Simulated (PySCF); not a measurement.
Consider CH₃FGa (charge +1).

Input

```
# [CH3][Ga+][F]
import pyscf.grad
from pyscf import gto, dft

molecule = gto.M(
    atom='geometry.xyz',
    charge=1,
    basis='def2-tzvpd',
    verbose=3,
    spin=0,
    max_memory=3720,
)

ks = dft.RKS(molecule, xc='pbe0')
ks = ks.density_fit(auxbasis='def2-universal-jkfit')
ks.conv_tol = 1e-09
ks.max_cycle = 100
ks.grids.level = 3
ks.kernel()
if not ks.converged:
    ks = ks.newton().run(ks.mo_coeff, ks.mo_occ)

etot = ks.e_tot
print('E = %.10f Eh' % etot)
grad = ks.Gradients().kernel()
ks.analyze()
```

Run with:

```sh
OMP_NUM_THREADS=2 python run.py
```

Geometry: PBE0-D3(BJ)/pcseg-1.

Computed with Gaussian-basis quantum chemistry of an isolated molecule with PySCF, energy and nuclear gradient, functional PBE0 (PySCF).

**What will maps of the electron density and electron localisation function show?**

Ga–F (1.71 Å): ρ at the midpoint is about 1 e/Å³; the ELF peaks at about 0.80 in the valence shell of F, 0.5 Å from its nucleus, and is about 0.20 at the midpoint.
C–Ga (1.92 Å): the density is about 0.84 e/Å³ at the midpoint; the ELF peaks at about 0.85 in the valence shell of C, 0.7 Å from its nucleus, and is about 0.55 at the midpoint.
C–H (1.10 Å): ρ at the midpoint is about 2 e/Å³; the ELF climbs to about 1 towards the hydrogen, as it does in any bond to H (an ordinary covalent bond to hydrogen).

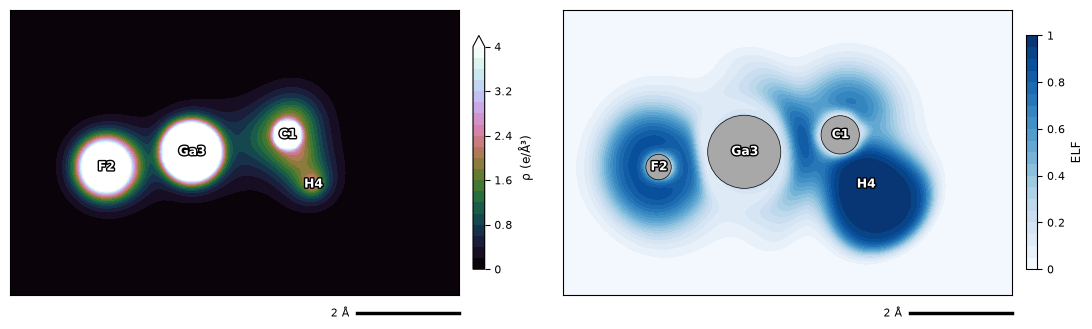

Computed electron density and electron localisation function on the plane of atoms Ga3, C1 and H4, in this order. Grey discs cover the atomic cores in the ELF map. 
